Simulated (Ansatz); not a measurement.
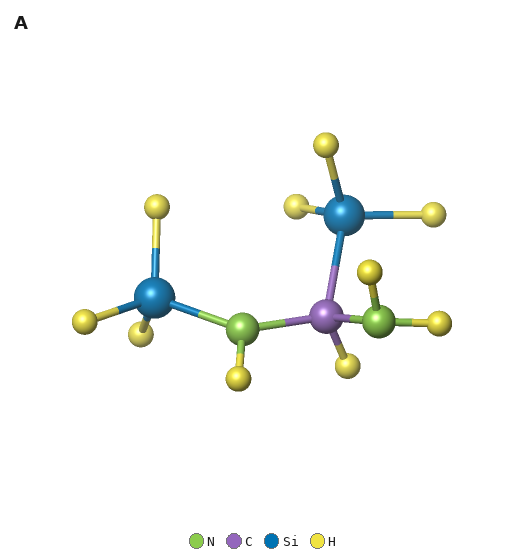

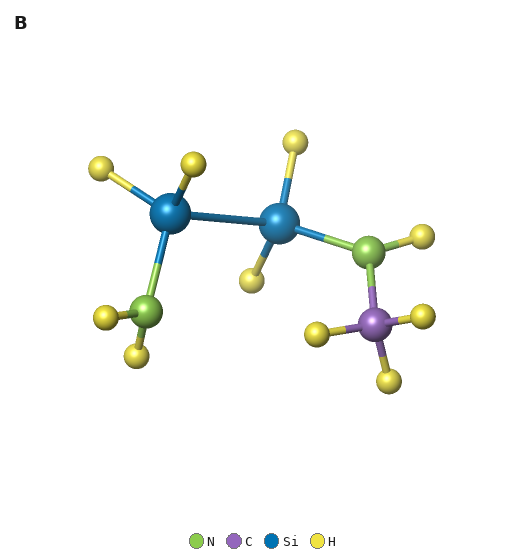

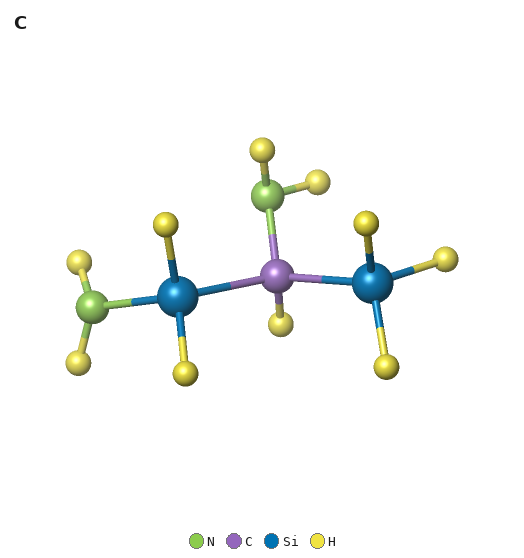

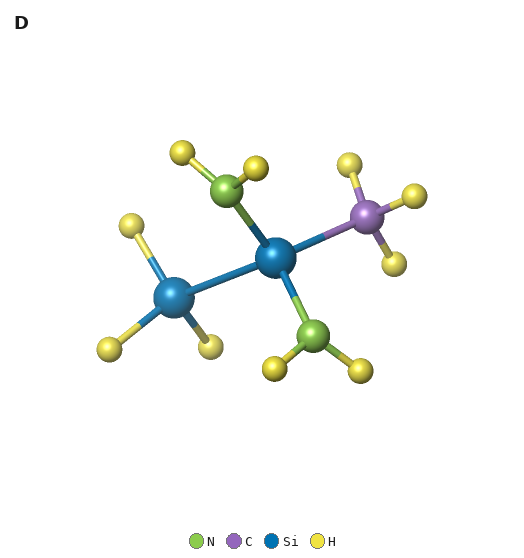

4 stationary structures of one formula. Geometries: PBE0-D4/def2-TZVP. Electronic energies: CCSD(T)/CBS (MP2 limit from def2-TZVPP and def2-QZVPP plus CCSD(T) − MP2) (Ansatz 0.2.0), without zero-point energy. No frequency run is at hand to confirm each as a minimum. Each is one conformer, not always the lowest.

### Are they conformers, stereoisomers or constitutional isomers?

They are constitutional isomers of CH10N2Si2: A `N[C@H]([SiH3])N[SiH3]`, B `CN[SiH2][SiH2]N`, C `N[SiH2][C@@H](N)[SiH3]`, D `C[Si](N)(N)[SiH3]`.

### Which structure is the most stable?

D is lowest; B lies 1.157 eV above it, C lies 1.655 eV above it, A lies 2.373 eV above it.
